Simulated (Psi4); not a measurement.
# triplet BrCl: levels of theory compared

We compute a comparison of 6 runs (UHF/STO-3G, UHF/3-21G, UB3LYP/6-31G*, UHSE06/def2-TZVPPD, UTPSSh/def2-TZVPPD, UMP3/def2-TZVPPD) of triplet BrCl. 

The results are computed with Psi4 1.11.

2 further runs of the same task are left out: 2 set aside as unsound or not needed.

### 1 The molecule

BrCl has 2 atoms, charge 0, and is taken as a triplet. As SMILES of the parent species, `ClBr`. The bond length is the one measured for the parent species. That shape belongs to the parent species and isn't relaxed for this state.

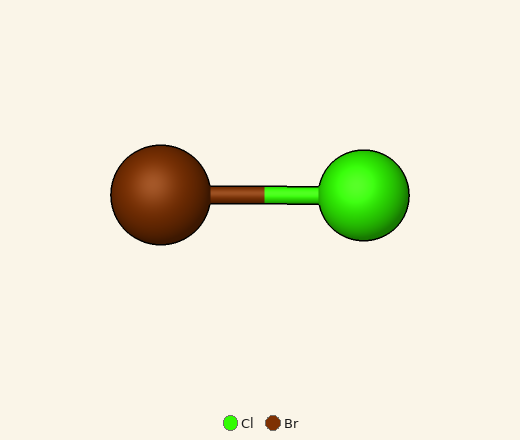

The structure, seen from a chosen angle (chlorine green, bromine brown).

### 2 Energy and gradient at UHF/STO-3G (run 1)

Contents of input.inp:

```
memory 1600 mb

molecule {
  0 3
  Cl     0.000000     0.000000     0.000000
  Br     0.000000     0.000000     2.136065
  symmetry c1
  no_reorient
  no_com
}

set basis STO-3G
set reference uhf
set puream true
set e_convergence 1e-09
set d_convergence 1e-08
set scf_type pk
set maxiter 100

gradient('hf')
```

Launch:

```sh
$ psi4 input.inp input.out -n 1
```

input.out:

```text
[...]
  Running in c1 symmetry.
[...]
  Nuclear repulsion =  147.402087646513593
[...]
  Multiplicity = 3
[...]
  Nalpha       = 27
  Nbeta        = 25
[...]
    Number of basis functions: 27
[...]
   @UHF iter   1: -2999.07929342748639   -1.33450e+00   4.05629e-03 DIIS/ADIIS
[...]
   @UHF iter  12: -2999.10191040811560   -3.22871e-11   1.86887e-09 DIIS
[...]
   @S^2 Observed:                2.000000000E+00
[...]
  @UHF Final Energy: -2999.10191040811560
   => Energetics <=
    Nuclear Repulsion Energy =            147.4020876465135927
    One-Electron Energy =               -4484.0184816175515152
    Two-Electron Energy =                1337.5144835629223508
    Total Energy =                      -2999.1019104081151454
  UHF NO Occupations:
  HONO-2 :   25  A 2.0000000
  HONO-1 :   26  A 1.0000000
[...]
 Multipole Moments:
 ------------------------------------------------------------------------------------
     Multipole            Electronic (a.u.)      Nuclear  (a.u.)        Total (a.u.)
 ------------------------------------------------------------------------------------
 L = 1.  Multiply by 2.5417464519 to convert [e a0] to [Debye]
 Dipole X            :         -0.0000000            0.0000000           -0.0000000
 Dipole Y            :          0.0000000            0.0000000            0.0000000
 Dipole Z            :       -140.2272488          141.2802243            1.0529755
 Magnitude           :                                                    1.0529755
[...]
  -Total Gradient:
     Atom            X                  Y                   Z
    ------   -----------------  -----------------  -----------------
       1        0.000000000000    -0.000000000000     0.185743693177
       2       -0.000000000000     0.000000000000    -0.185743693838
[...]
```

Run time: 3 s. Hardware: 1 thread of AMD EPYC 7R43 (Zen 3), shared host; peak memory 0.19 GiB.

### 3 A single-point energy at UHF/3-21G (run 2)

Contents of job.in:

```
memory 1600 MB

molecule geom {
  0 3
  Cl     0.000000     0.000000     0.000000
  Br     0.000000     0.000000     2.136065
  symmetry c1
}

set reference uhf
set puream true
set e_convergence 1e-09
set d_convergence 1e-08
set scf_type pk
set maxiter 100

E, wfn = energy("scf/3-21G", return_wfn=True)
oeprop(wfn, "QUADRUPOLE", "WIBERG_LOWDIN_INDICES", "LOWDIN_CHARGES", title="SCF")
print_variables()
```

Launch:

```sh
$ psi4 -n 1 job.in job.out
```

job.out:

```text
[...]
  Running in c1 symmetry.
[...]
  Nuclear repulsion =  147.402087646513593
[...]
  Multiplicity = 3
[...]
  Nalpha       = 27
  Nbeta        = 25
[...]
    Number of basis functions: 35
[...]
   @UHF iter   1: -3017.16091589405278   -1.49998e+00   8.91709e-03 DIIS/ADIIS
[...]
   @UHF iter  15: -3017.21109838154825   -4.54747e-12   2.44440e-09 DIIS
[...]
   @S^2 Observed:                2.007128128E+00
[...]
  @UHF Final Energy: -3017.21109838154825
   => Energetics <=
    Nuclear Repulsion Energy =            147.4020876465135927
    One-Electron Energy =               -4495.5388682970451555
    Two-Electron Energy =                1330.9256822689831097
    Total Energy =                      -3017.2110983815482541
  UHF NO Occupations:
  HONO-2 :   25  A 1.9983198
  HONO-1 :   26  A 1.0000000
[...]
 Multipole Moments:
 ------------------------------------------------------------------------------------
     Multipole            Electronic (a.u.)      Nuclear  (a.u.)        Total (a.u.)
 ------------------------------------------------------------------------------------
 L = 1.  Multiply by 2.5417464519 to convert [e a0] to [Debye]
 Dipole X            :          0.0000000            0.0000000            0.0000000
 Dipole Y            :          0.0000000            0.0000000            0.0000000
 Dipole Z            :          5.1004406           -4.1717849            0.9286557
 Magnitude           :                                                    0.9286557
 L = 2.  Multiply by 1.3450342976 to convert [e a0^2] to [Debye ang]
 Quadrupole XX       :        -22.9898062            0.0000000          -22.9898062
 Quadrupole XY       :         -0.8229729            0.0000000           -0.8229729
[...]
```

Run time: 3.3 s. Hardware: 1 thread of AMD EPYC 7R43 (Zen 3), shared host; peak memory 0.19 GiB.

Runs 3 to 4 aren't shown in full; the table further down has their settings and results.

### 4 Energy and gradient at UTPSSh/def2-TZVPPD (run 5)

Contents of job.py:

```python
import psi4

psi4.set_memory('1600 MB')
psi4.set_num_threads(1)
psi4.core.set_output_file('output.dat', False)

geom = psi4.geometry("""
0 3
Cl     0.00000000     0.00000000     0.00000000
Br     0.00000000     0.00000000     4.03657783
units bohr
symmetry c1
no_reorient
no_com
""")

psi4.set_options({
    'basis': 'def2-TZVPPD',
    'reference': 'uks',
    'puream': True,
    'e_convergence': 1e-09,
    'd_convergence': 1e-08,
    'scf_type': 'pk',
    'dft_radial_points': 99,
    'dft_spherical_points': 590,
    'maxiter': 100,
})

E, wfn = psi4.gradient('tpssh', molecule=geom, return_wfn=True)
psi4.oeprop(wfn, 'QUADRUPOLE', 'WIBERG_LOWDIN_INDICES', 'MAYER_INDICES')
print('gradient / Eh bohr^-1')
print(E.np.round(6))
print(f'energy = {wfn.energy():.10f} Eh')
```

Launch:

```sh
$ python job.py
```

output.dat:

```text
[...]
  Running in c1 symmetry.
[...]
  Nuclear repulsion =  147.402087872042841
[...]
  Multiplicity = 3
[...]
  Nalpha       = 27
  Nbeta        = 25
[...]
    Number of basis functions: 108
[...]
   @UKS iter   1: -3033.86238190521726   -1.07979e+00   1.42846e-02 ADIIS/DIIS
[...]
   @UKS iter  13: -3034.18734240401500    1.36424e-12   1.99162e-09 DIIS
[...]
   @S^2 Observed:                2.004775077E+00
[...]
  @UKS Final Energy: -3034.18734240401500
   => Energetics <=
    Nuclear Repulsion Energy =            147.4020878720428414
    One-Electron Energy =               -4510.1612444420388783
    Two-Electron Energy =                1436.3526056451635213
    DFT Exchange-Correlation Energy =    -107.7807914791829660
    Empirical Dispersion Energy =           0.0000000000000000
    VV10 Nonlocal Energy =                  0.0000000000000000
    Total Energy =                      -3034.1873424040149985
[...]
  -Total Gradient:
     Atom            X                  Y                   Z
    ------   -----------------  -----------------  -----------------
       1        0.000000000001    -0.000000000000     0.104897388480
       2        0.000000000003     0.000000000000    -0.104903810670
[...]
```

Standard output:

```text
gradient / Eh bohr^-1
[[ 0.       -0.        0.104897]
 [ 0.        0.       -0.104904]]
energy = -3034.1873424040 Eh
```

Wall time 61 s (1 thread of AMD EPYC 7R43 (Zen 3), shared host); peak memory 0.59 GiB.

### 5 A single-point energy at UMP3/def2-TZVPPD (run 6)

Contents of job.dat:

```
memory 1600 mb

molecule m {
  0 3
  Cl
  Br 1 2.136065
  symmetry c1
  no_reorient
  no_com
}

set basis def2-TZVPPD
set reference uhf
set puream true
set e_convergence 1e-09
set d_convergence 1e-08
set scf_type pk
set num_frozen_docc 14
set maxiter 100
set mp_type conv

e_tot, wfn = energy('mp3', return_wfn=True)
```

Launch:

```sh
$ psi4 -n 1 job.dat job.out
```

job.out:

```text
[...]
  Running in c1 symmetry.
[...]
  Nuclear repulsion =  147.402087646513593
[...]
  Multiplicity = 3
[...]
  Nalpha       = 27
  Nbeta        = 25
[...]
    Number of basis functions: 108
[...]
   @UHF iter   1: -3031.60117977417030   -1.60129e+00   1.10186e-02 DIIS/ADIIS
[...]
   @UHF iter  19: -3031.80953384932445   -1.54614e-11   1.67109e-09 DIIS
[...]
   @S^2 Observed:                2.025750396E+00
[...]
  @UHF Final Energy: -3031.80953384932445
   => Energetics <=
    Nuclear Repulsion Energy =            147.4020876465135927
    One-Electron Energy =               -4510.4420950887033541
    Two-Electron Energy =                1331.2304735928651098
    Total Energy =                      -3031.8095338493244526
  UHF NO Occupations:
  HONO-2 :   25  A 1.9955586
  HONO-1 :   26  A 1.0000000
[...]
 Multipole Moments:
 ------------------------------------------------------------------------------------
     Multipole            Electronic (a.u.)      Nuclear  (a.u.)        Total (a.u.)
 ------------------------------------------------------------------------------------
 L = 1.  Multiply by 2.5417464519 to convert [e a0] to [Debye]
 Dipole X            :         -0.0000000            0.0000000           -0.0000000
 Dipole Y            :         -0.0000000            0.0000000           -0.0000000
 Dipole Z            :          4.7770861           -4.1717849            0.6053012
 Magnitude           :                                                    0.6053012
[...]
	SCS-MP2 Total Energy (a.u.)        : -3032.23908993839223
	SOS-MP2 Total Energy (a.u.)        : -3032.22637597419953
[...]
	SOS-PI-MP2 Total Energy (a.u.)     : -3032.25844075303621
[...]
	MP2 Total Energy (a.u.)            : -3032.26451786677717
[...]
	SCS-MP3 Total Energy (a.u.)        : -3032.24419156165368
[...]
	MP3 Total Energy (a.u.)            : -3032.28492435982253
[...]
```

Wall time 38 s (1 thread of AMD EPYC 7R43 (Zen 3), shared host); peak memory 1 GiB.

### 6 The series

```
run                                level      task         integration grid   energy (Eh)  dipole moment (D)  HOMO energy (eV)   ⟨S²⟩  wall time
  1                           UHF/STO-3G  gradient                        –  -2999.101910               2.68             -5.89  2.000        3 s
  2                            UHF/3-21G    energy                        –  -3017.211098               2.36             -9.08  2.007      3.3 s
  3  UB3LYP/6-31G* (spherical functions)    energy  99 radial × 590 angular  -3033.949889               0.46             -5.62  2.003       12 s
  4                   UHSE06/def2-TZVPPD  gradient  99 radial × 590 angular  -3033.808405               0.49             -5.52  2.006       73 s
  5                   UTPSSh/def2-TZVPPD  gradient  99 radial × 590 angular  -3034.187342               0.42             -5.25  2.005       61 s
  6                     UMP3/def2-TZVPPD    energy                        –  -3032.284924                  –             -8.93  2.026       38 s
```

### 7 Summary of results

```
                                                         quantity           value
                                              run 6: total energy  -3032.28492 Eh
run 6: HOMO energy (Hartree–Fock orbitals) (highest over α and β)        -8.93 eV
 run 6: LUMO energy (Hartree–Fock orbitals) (lowest over α and β)        -2.01 eV
              run 6: correlation energy (14 core orbitals frozen)      -475.4 mEh
                         run 6: ⟨S²⟩ of the reference determinant           2.026
```

In words: Over runs 1, 2, 3, 4, 5 the dipole moment (its size) runs from 0.42 D (UTPSSh/def2-TZVPPD) to 2.68 D (UHF/STO-3G). The two ends differ in method and basis. Totals of different functionals can't be ranked against each other. In run 1 the basis is minimal, so the values are rough. All runs together took 3.2 min, the longest 73 s.

Huber and Herzberg's tables give the ground state of this molecule as 1Σ+; the runs here treat another spin state.
